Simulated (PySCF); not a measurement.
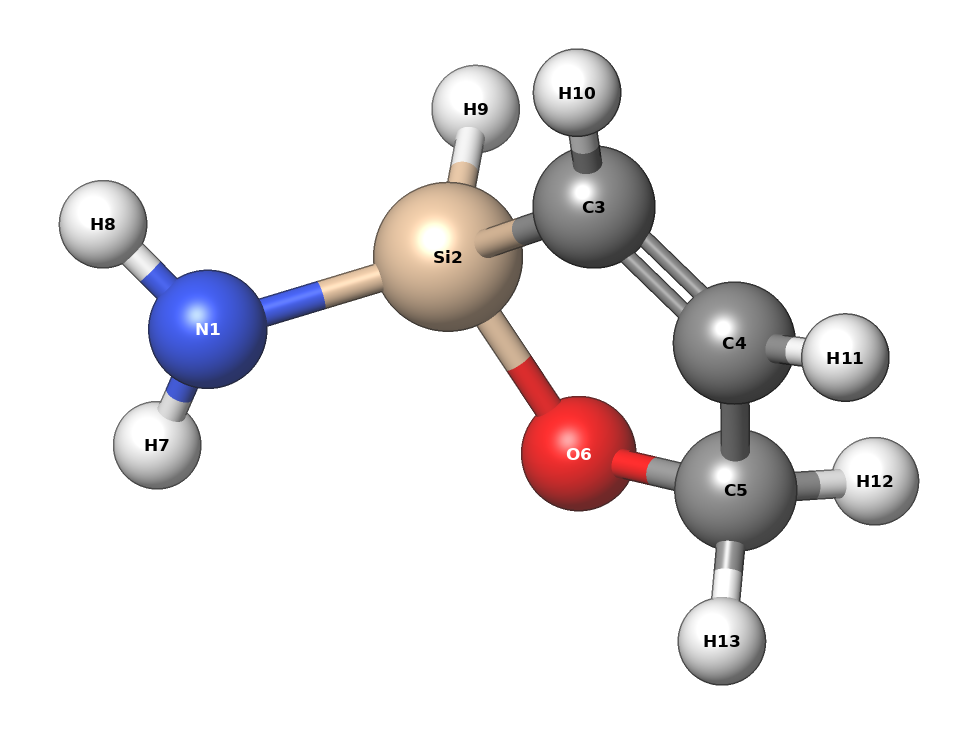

The computed structure is the end point of a GFN2-xTB optimisation. No frequency run is at hand to confirm it as a minimum. Level of theory: delta-SCF UKS SCAN, pcX-2 on the ionised atom, pcseg-1 elsewhere, spin-free X2C (PySCF 2.14.0).

Give the core-electron binding energies (to vacuum; p and d levels without spin–orbit splitting) of N1 1s, Si2 1s, Si2 2p, C3 1s, C4 1s, C5 1s, O6 1s.

```csv
atom,level,binding energy (eV)
N1,1s,404.6
Si2,1s,1847.0
Si2,2p,107.2
C3,1s,289.6
C4,1s,290.5
C5,1s,292.2
O6,1s,537.8
```

The geometry is semi-empirical. Around Si such bond lengths and angles can be off by a tenth of an ångström or more and by several degrees, and values that hang on the shape move with them.
